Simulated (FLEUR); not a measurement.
# MnGe: which magnetic order is lowest, part 2 of 2

Does MnGe prefer parallel or opposed moments?

FLEUR MaX-R8.1; PBEsol; all-electron FLAPW, Dirac cores, scalar-relativistic bands.

So far. Step 2 (Order 1, typed as ferro ++++): After 26 cycles the largest moment stands at 2.08 μB.

## (3) Start 2: antiferro ++--

Reversing part of the moments tests the sign of the couplings between them.

Input file inp.xml:

```
<?xml version="1.0" encoding="UTF-8" standalone="no"?>
<fleurInput fleurInputVersion="0.39">
   <comment>
      MnGe
   </comment>
   <calculationSetup>
      <cutoffs Kmax="3.69" Gmax="11.1" GmaxXC="11.1" numbands="0"/>
      <scfLoop itmax="90" minDistance="0.00002" maxIterBroyd="15" imix="Anderson" alpha="0.05" precondParam="0.0" spinf="2.0" sdNocoIR="T"/>
      <coreElectrons ctail="T" frcor="F" kcrel="0" coretail_lmax="0"/>
      <xcFunctional name="PBEs" relativisticCorrections="F"/>
      <magnetism jspins="2"/>
      <soc l_soc="F" theta="0.0" phi="0.0" spav="F"/>
      <expertModes spex="0" secvar="F"/>
      <geometryOptimization l_f="F" forcealpha="1.0" forcemix="BFGS" epsdisp="0.00001" epsforce="0.00001"/>
      <ldaU l_linMix="F" mixParam="0.05" spinf="1.0"/>
   </calculationSetup>
   <cell>
      <bzIntegration valenceElectrons="116.0" mode="hist" fermiSmearingEnergy="0.00183747">
         <kPointListSelection listName="default-1"/>
         <xi:include xmlns:xi="http://www.w3.org/2001/XInclude" href="kpts.xml"> </xi:include>
      </bzIntegration>
      <xi:include xmlns:xi="http://www.w3.org/2001/XInclude" href="sym.xml"> </xi:include>
      <bulkLattice scale="1.0">
         <bravaisMatrix>
            <row-1>    8.9289617212969397     0.0000000000000000     0.0000000000000000</row-1>
            <row-2>    0.0000000000000000     8.9289617212969397     0.0000000000000000</row-2>
            <row-3>    0.0000000000000000     0.0000000000000000     8.9289617212969397</row-3>
         </bravaisMatrix>
      </bulkLattice>
   </cell>
   <atomSpecies>
      <species name="Manganese 3.501" element="Mn" atomicNumber="25">
         <mtSphere radius="2.22" gridPoints="735" logIncrement="0.016"/>
         <atomicCutoffs lmax="8" lnonsphr="6"/>
         <electronConfig flipSpins="F">
            <coreConfig>(1s1/2) (2s1/2) (2p1/2) (2p3/2)</coreConfig>
            <valenceConfig>(3s1/2) (3p1/2) (3p3/2) (4s1/2) (3d3/2) (3d5/2)</valenceConfig>
            <stateOccupation state="(3d3/2)" spinUp="1.2505" spinDown="0.7495"/>
            <stateOccupation state="(3d5/2)" spinUp="3.0" spinDown="0.0"/>
         </electronConfig>
         <energyParameters s="4" p="4" d="3" f="4"/>
         <lo type="SCLO" l="0" n="3" eDeriv="0"/>
         <lo type="SCLO" l="1" n="3" eDeriv="0"/>
      </species>
      <species name="Manganese -3.501" element="Mn" atomicNumber="25">
         <mtSphere radius="2.22" gridPoints="735" logIncrement="0.016"/>
         <atomicCutoffs lmax="8" lnonsphr="6"/>
         <electronConfig flipSpins="F">
            <coreConfig>(1s1/2) (2s1/2) (2p1/2) (2p3/2)</coreConfig>
            <valenceConfig>(3s1/2) (3p1/2) (3p3/2) (4s1/2) (3d3/2) (3d5/2)</valenceConfig>
            <stateOccupation state="(3d3/2)" spinUp="0.7495" spinDown="1.2505"/>
            <stateOccupation state="(3d5/2)" spinUp="0.0" spinDown="3.0"/>
         </electronConfig>
         <energyParameters s="4" p="4" d="3" f="4"/>
         <lo type="SCLO" l="0" n="3" eDeriv="0"/>
         <lo type="SCLO" l="1" n="3" eDeriv="0"/>
      </species>
      <species name="Germanium (Ge)" element="Ge" atomicNumber="32">
         <mtSphere radius="2.22" gridPoints="735" logIncrement="0.017"/>
         <atomicCutoffs lmax="8" lnonsphr="6"/>
         <electronConfig flipSpins="F">
            <coreConfig>(1s1/2) (2s1/2) (2p1/2) (2p3/2) (3s1/2) (3p1/2) (3p3/2)</coreConfig>
            <valenceConfig>(4s1/2) (3d3/2) (3d5/2) (4p1/2) (4p3/2)</valenceConfig>
            <stateOccupation state="(4p1/2)" spinUp="0.333333" spinDown="0.333333"/>
            <stateOccupation state="(4p3/2)" spinUp="0.666667" spinDown="0.666667"/>
         </electronConfig>
         <energyParameters s="4" p="4" d="3" f="4"/>
      </species>
   </atomSpecies>
   <atomGroups>
      <atomGroup species="Manganese 3.501">
         <relPos label="                   1">-.3628881800 .1371118200 .3628881800</relPos>
         <relPos label="                   2">.1371118200 .3628881800 -.3628881800</relPos>
         <force calculate="T" relaxXYZ="TTT"/>
      </atomGroup>
      <atomGroup species="Manganese -3.501">
         <relPos label="                   3">.3628881800 -.3628881800 .1371118200</relPos>
         <relPos label="                   4">-.1371118200 -.1371118200 -.1371118200</relPos>
         <force calculate="T" relaxXYZ="TTT"/>
      </atomGroup>
      <atomGroup species="Germanium (Ge)">
         <relPos label="                   5">.3423633700 -.1576366300 -.3423633700</relPos>
         <relPos label="                   6">-.1576366300 -.3423633700 .3423633700</relPos>
         <force calculate="T" relaxXYZ="TTT"/>
      </atomGroup>
      <atomGroup species="Germanium (Ge)">
         <relPos label="                   7">-.3423633700 .3423633700 -.1576366300</relPos>
         <relPos label="                   8">.1576366300 .1576366300 .1576366300</relPos>
         <force calculate="T" relaxXYZ="TTT"/>
      </atomGroup>
   </atomGroups>
   <output dos="F" band="F" slice="F">
      <bandDOS minEnergy="-.5*Htr" maxEnergy="0.5*Htr" sigma="0.015" storeEVData="T"/>
      <plotting iplot="0" polar="F">
         <plot TwoD="T" vec1="  1.0  0.0  0.0" vec2="  0.0  1.0  0.0" vec3="  0.0  0.0  1.0" zero="  0.0  0.0  0.0" file="plot"/>
      </plotting>
      <moessbauerParams electricFieldGradient="F" isomerShift="F" coreHyperfine="F" valenceHyperfine="F"/>
   </output>
</fleurInput>
```

Input file crystal.txt:

```
MnGe
&input film=F cartesian=F /
4.72500306000  0.00000000000  0.00000000000
0.00000000000  4.72500306000  0.00000000000
0.00000000000  0.00000000000  4.72500306000
1.8897261246
1.0 1.0 1.0

8
25 0.63711182000  0.13711182000  0.36288818000 : 3.501
25 0.13711182000  0.36288818000  0.63711182000 : 3.501
25 0.36288818000  0.63711182000  0.13711182000 : -3.501
25 0.86288818000  0.86288818000  0.86288818000 : -3.501
32 0.34236337000  0.84236337000  0.65763663000
32 0.84236337000  0.65763663000  0.34236337000
32 0.65763663000  0.34236337000  0.84236337000
32 0.15763663000  0.15763663000  0.15763663000

&kpt div1=6 div2=6 div3=6 gamma=T /
```

Command:

```sh
> OMP_NUM_THREADS=1 inpgen -f crystal.txt > inpgen.log  # inp.xml is then edited as shown
> OMP_NUM_THREADS=1 mpirun -n 4 fleur_MPI > fleur.log
```

Output:

```text
[banner, memory and clock lines left out]
Welcome to FLEUR        (www.flapw.de)
      MaX-Release 8.1          (www.max-centre.eu)

 ========== k-point set info ==========
 Selected k-point list: default-1
 k-point list type: mesh
 6 x 6 x 6
 Number of k points: 80

 ------------Calculation Setup---------------------------
 Number of PE/node        :            4
 Number of OMP-threads    :            1
 k-points in parallel     :            4
 pe's per k-point         :            1
 No of k-point loops      :           20
 Eigenvalue solver        :       lapack
 Number of basis functions:          672
 Approximate size of matrices (H+S) per k-point:         0.013 GB
 Iteration:     1   Distance:      15.75539798 me/bohr^3
 Iteration:     2   Distance:      15.30049254 me/bohr^3
 Iteration:     3   Distance:      12.93594226 me/bohr^3
 Iteration:     4   Distance:       5.56553069 me/bohr^3
 Iteration:     5   Distance:       6.97565724 me/bohr^3
 Iteration:     6   Distance:       3.86970480 me/bohr^3
 Iteration:     7   Distance:       4.17424842 me/bohr^3
 Iteration:     8   Distance:       2.46244890 me/bohr^3
 Iteration:     9   Distance:       2.41092589 me/bohr^3
 Iteration:    10   Distance:       1.26007118 me/bohr^3
[... 19 iterations left out ...]
 Iteration:    30   Distance:       0.00031033 me/bohr^3
 Iteration:    31   Distance:       0.00030622 me/bohr^3
 Iteration:    32   Distance:       0.00025240 me/bohr^3
 Iteration:    33   Distance:       0.00016601 me/bohr^3
 Iteration:    34   Distance:       0.00014883 me/bohr^3
 Iteration:    35   Distance:       0.00007142 me/bohr^3
 Iteration:    36   Distance:       0.00004664 me/bohr^3
 Iteration:    37   Distance:       0.00004871 me/bohr^3
 Iteration:    38   Distance:       0.00002500 me/bohr^3
 Iteration:    39   Distance:       0.00000889 me/bohr^3

 ********************************************************************
 Run finished successfully
 Stop message:
   all done
 ********************************************************************

--- out.xml (last complete iteration) ---
<iteration numberForCurrentRun="   39" overallNumber="   39">
         [... left out ...]
         <bandgap value="0.0098966355" units="eV"/>
         <sumValenceSingleParticleEnergies value="-61.4263034142" units="Htr"/>
         <FermiEnergy value="0.3991215629" units="Htr"/>
         <valenceDensity>
            <mtCharges spin="1">
               <mtCharge atomType="1" total="7.6798497" s="1.1284289" p="3.1364046" d="3.4058927" f="0.0078283"/>
               <mtCharge atomType="2" total="5.9270882" s="1.1148932" p="3.1235322" d="1.6794909" f="0.0078375"/>
               <mtCharge atomType="3" total="6.1079156" s="0.5246560" p="0.5723830" d="4.9983137" f="0.0103604"/>
               <mtCharge atomType="4" total="6.1048563" s="0.5292053" p="0.5634370" d="4.9992165" f="0.0107467"/>
            </mtCharges>
            <mtCharges spin="2">
               <mtCharge atomType="1" total="5.9271040" s="1.1148932" p="3.1235323" d="1.6795066" f="0.0078375"/>
               <mtCharge atomType="2" total="7.6798648" s="1.1284289" p="3.1364046" d="3.4059078" f="0.0078283"/>
               <mtCharge atomType="3" total="6.1048558" s="0.5292048" p="0.5634369" d="4.9992166" f="0.0107467"/>
               <mtCharge atomType="4" total="6.1079155" s="0.5246561" p="0.5723826" d="4.9983137" f="0.0103604"/>
            </mtCharges>
            <spinDependentCharge spin="1" total="57.9999699" interstitial="6.3605502" mtSpheres="51.6394197"/>
            <spinDependentCharge spin="2" total="58.0000301" interstitial="6.3605500" mtSpheres="51.6394801"/>
            <totalCharge value="116.0000000000"/>
         </valenceDensity>
         [... left out ...]
         <magneticMomentsInMTSpheres units="muBohr">
            <globalMagMoment atomType="1" vec="0.00000   0.00000   1.75275"/>
            <localMagMoment atomType="1" vec="0.00000   0.00000   1.75275"/>
            <globalMagMoment atomType="2" vec="0.00000   0.00000  -1.75278"/>
            <localMagMoment atomType="2" vec="0.00000   0.00000  -1.75278"/>
            <globalMagMoment atomType="3" vec="0.00000   0.00000   0.00306"/>
            <localMagMoment atomType="3" vec="0.00000   0.00000   0.00306"/>
            <globalMagMoment atomType="4" vec="0.00000   0.00000  -0.00306"/>
            <localMagMoment atomType="4" vec="0.00000   0.00000  -0.00306"/>
         </magneticMomentsInMTSpheres>
         [... left out ...]
         <totalEnergy value="   -13020.4572750620" units="Htr">
            <sumOfEigenvalues value="    -7485.8125824082">
               <coreElectrons value="-7424.3862789939"/>
               <valenceElectrons value="-61.4263034142"/>
            </sumOfEigenvalues>
            <densityCoulombPotentialIntegral value="-20061.4569328562"/>
            <densityEffectivePotentialIntegral value="-20740.1853836465"/>
            <chargeDenXCDenIntegral value="-517.8034039548"/>
            <FockExchangeEnergyValence value="0.0000000000"/>
            <FockExchangeEnergyCore value="0.0000000000"/>
         [... left out ...]
            <tkbTimesEntropy value="0.0023540108"/>
            <freeEnergy value="-13020.4596290728"/>
            <extrapolationTo0K value="-13020.4584520674"/>
         </totalEnergy>
         <densityConvergence units="me/bohr^3">
            <chargeDensity spin="1" distance="0.0000050851"/>
            <chargeDensity spin="2" distance="0.0000061469"/>
            <overallChargeDensity distance="0.0000069467"/>
            <spinDensity distance="0.0000088898"/>
         </densityConvergence>
      </iteration>
```

Wall time 6.7 min (4 MPI ranks of AMD EPYC 9R45, shared host); peak memory 0.8 GiB.

Spin moment in the muffin-tin sphere by atom:

```
atom  spin moment in the muffin-tin sphere (μB)
 Mn1                                       1.75
 Mn2                                       1.75
 Mn3                                      -1.75
 Mn4                                      -1.75
 Ge5                                       0.00
 Ge6                                       0.00
 Ge7                                       0.00
 Ge8                                       0.00
```

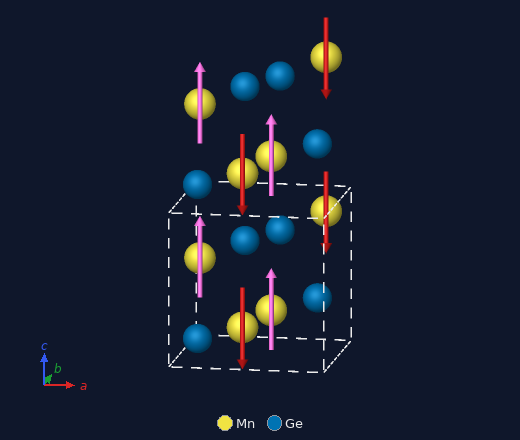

Spin moment in the muffin-tin sphere as arrows, the longest 1.75 μB. Up and down stand for the sign. Arrows give size and sign along the axis of quantisation, drawn up and down the page. The two directions have two colours. 1×1×2 cells are drawn.

Numbers from this step:

```
free energy                                                       : -354304.7561 eV
program's band gap on this mesh (in a metal only a level spacing) : 0.009897 eV
magnetization                                                     : 0 μB
final state                                                       : antiferromagnetic
```

It lies 99.3 meV a seeded atom over the first start, and its largest moment is 1.75 μB against 2.08 μB.

## (4) Start 3: no spin polarisation

Without spin polarisation no moment can form, so the difference from the other runs is what forming moments gains.

Edit inp.xml of step 3 so:

```diff
@@ -10,3 +10,3 @@
       <xcFunctional name="PBEs" relativisticCorrections="F"/>
-      <magnetism jspins="2"/>
+      <magnetism jspins="1"/>
       <soc l_soc="F" theta="0.0" phi="0.0" spav="F"/>
@@ -31,3 +31,3 @@
    <atomSpecies>
-      <species name="Manganese 3.501" element="Mn" atomicNumber="25">
+      <species name="Manganese (Mn)" element="Mn" atomicNumber="25">
          <mtSphere radius="2.22" gridPoints="735" logIncrement="0.016"/>
@@ -37,17 +37,4 @@
             <valenceConfig>(3s1/2) (3p1/2) (3p3/2) (4s1/2) (3d3/2) (3d5/2)</valenceConfig>
-            <stateOccupation state="(3d3/2)" spinUp="1.2505" spinDown="0.7495"/>
-            <stateOccupation state="(3d5/2)" spinUp="3.0" spinDown="0.0"/>
-         </electronConfig>
-         <energyParameters s="4" p="4" d="3" f="4"/>
-         <lo type="SCLO" l="0" n="3" eDeriv="0"/>
-         <lo type="SCLO" l="1" n="3" eDeriv="0"/>
-      </species>
-      <species name="Manganese -3.501" element="Mn" atomicNumber="25">
-         <mtSphere radius="2.22" gridPoints="735" logIncrement="0.016"/>
-         <atomicCutoffs lmax="8" lnonsphr="6"/>
-         <electronConfig flipSpins="F">
-            <coreConfig>(1s1/2) (2s1/2) (2p1/2) (2p3/2)</coreConfig>
-            <valenceConfig>(3s1/2) (3p1/2) (3p3/2) (4s1/2) (3d3/2) (3d5/2)</valenceConfig>
-            <stateOccupation state="(3d3/2)" spinUp="0.7495" spinDown="1.2505"/>
-            <stateOccupation state="(3d5/2)" spinUp="0.0" spinDown="3.0"/>
+            <stateOccupation state="(3d3/2)" spinUp="1.000000" spinDown="1.000000"/>
+            <stateOccupation state="(3d5/2)" spinUp="1.500000" spinDown="1.500000"/>
          </electronConfig>
@@ -70,8 +57,5 @@
    <atomGroups>
-      <atomGroup species="Manganese 3.501">
+      <atomGroup species="Manganese (Mn)">
          <relPos label="                   1">-.3628881800 .1371118200 .3628881800</relPos>
          <relPos label="                   2">.1371118200 .3628881800 -.3628881800</relPos>
-         <force calculate="T" relaxXYZ="TTT"/>
-      </atomGroup>
-      <atomGroup species="Manganese -3.501">
          <relPos label="                   3">.3628881800 -.3628881800 .1371118200</relPos>
@@ -83,5 +67,2 @@
          <relPos label="                   6">-.1576366300 -.3423633700 .3423633700</relPos>
-         <force calculate="T" relaxXYZ="TTT"/>
-      </atomGroup>
-      <atomGroup species="Germanium (Ge)">
          <relPos label="                   7">-.3423633700 .3423633700 -.1576366300</relPos>
```

Input file crystal.txt:

```
MnGe
&input film=F cartesian=F /
4.72500306000  0.00000000000  0.00000000000
0.00000000000  4.72500306000  0.00000000000
0.00000000000  0.00000000000  4.72500306000
1.8897261246
1.0 1.0 1.0

8
25 0.63711182000  0.13711182000  0.36288818000
25 0.13711182000  0.36288818000  0.63711182000
25 0.36288818000  0.63711182000  0.13711182000
25 0.86288818000  0.86288818000  0.86288818000
32 0.34236337000  0.84236337000  0.65763663000
32 0.84236337000  0.65763663000  0.34236337000
32 0.65763663000  0.34236337000  0.84236337000
32 0.15763663000  0.15763663000  0.15763663000

&kpt div1=6 div2=6 div3=6 gamma=T /
```

Output:

```text
[banner, memory and clock lines left out]
Welcome to FLEUR        (www.flapw.de)
      MaX-Release 8.1          (www.max-centre.eu)

 ========== k-point set info ==========
 Selected k-point list: default-1
 k-point list type: mesh
 6 x 6 x 6
 Number of k points: 24

 [... set-up left out ...]
 Iteration:     1   Distance:      12.40675737 me/bohr^3
 Iteration:     2   Distance:      10.31527813 me/bohr^3
 Iteration:     3   Distance:       8.03066117 me/bohr^3
 Iteration:     4   Distance:       3.70449296 me/bohr^3
 Iteration:     5   Distance:       3.26579023 me/bohr^3
[...]
<FermiEnergy value="0.3924215220" units="Htr"/>
         [... left out ...]
         <totalEnergy value="   -13020.4455161826" units="Htr">
            <sumOfEigenvalues value="    -7486.6331400254">
               <coreElectrons value="-7424.9643456478"/>
               <valenceElectrons value="-61.6687943776"/>
            </sumOfEigenvalues>
         [... left out ...]
            <freeEnergy value="-13020.4491760138"/>
            <extrapolationTo0K value="-13020.4473460982"/>
         </totalEnergy>
         <densityConvergence units="me/bohr^3">
            <chargeDensity spin="1" distance="0.0000147171"/>
         </densityConvergence>
      </iteration>
```

Run time: 32 s. Hardware: 4 MPI ranks; peak memory 0.33 GiB.

Read from the output:

| Item | Value |
| --- | --- |
| free energy | -354304.4716 eV |
| program's band gap on this mesh (in a metal only a level spacing) | 0 eV |
| final state | non-magnetic (no spin polarisation) |

It lies 170 meV a seeded atom over the first start.

## (5) Ranking

Free energies are divided by the number of seeded atoms.

Orders:

```
               start                                  final state  typed order kept  energy over the lowest (meV a seeded atom)  largest sphere moment (μB)  net moment (μB a primitive cell)  mesh matched  CPU time (s)
          ferro ++++  ferromagnetic, with opposed induced moments               yes                                           0                       2.076                             7.795           yes         306.4
      antiferro ++--                            antiferromagnetic               yes                                       99.29                       1.753                           6.02e-5           yes          1616
no spin polarisation                                 non-magnetic                 -                                       170.4                           0                                 0           yes         126.4
```

## (6) Summary of results

```json
{
 "lowest state found": "ferromagnetic (typed ferro ++++)",
 "largest site spin moment": "2.08 μB",
 "next finished state": "antiferromagnetic, 99.3 meV a seeded atom higher",
 "energy gained by spin polarisation": "170 meV a seeded atom"
}
```

The lowest state found is ferromagnetic, reached from the start ferro ++++, with moments up to 2.08 μB. The next finished state costs 99 meV a seeded atom. This is the lowest of 3 finished starts, no proof of the ground state. With 4 seeded atoms in the first cell, sign patterns within that cell may remain untried. A measured saturation moment is set beside the net spin moment of the cell, divided by the number of magnetic atoms; the orbital part is not in it.

Calculation against experiment:

```
        quantity  measured         PBEsol
moment (Mn) (μB)         2  1.95 (-2.6 %)
```

Measured values from arxiv:1407.2968 (2014).

How well it matches: The moment is off by -2.6 %. No cell relaxation is part of this session.

[Logs and program files are shortened in this print: banners, set-up blocks, solver, clock and traceback lines can be left out without a mark of their own.]

[Logs are printed without paths, hosts, clocks, repeated set-up lines and the standing remarks that a program may print on its own settings, such as how far it seeks lower states.]

[Hosts, paths, dates, database ids (printed as entryN), source tags and the programs' standing remarks are cut or masked in the printed files.]

[Where a cell is said to come from a database of computed structures, the database is the Materials Project.]
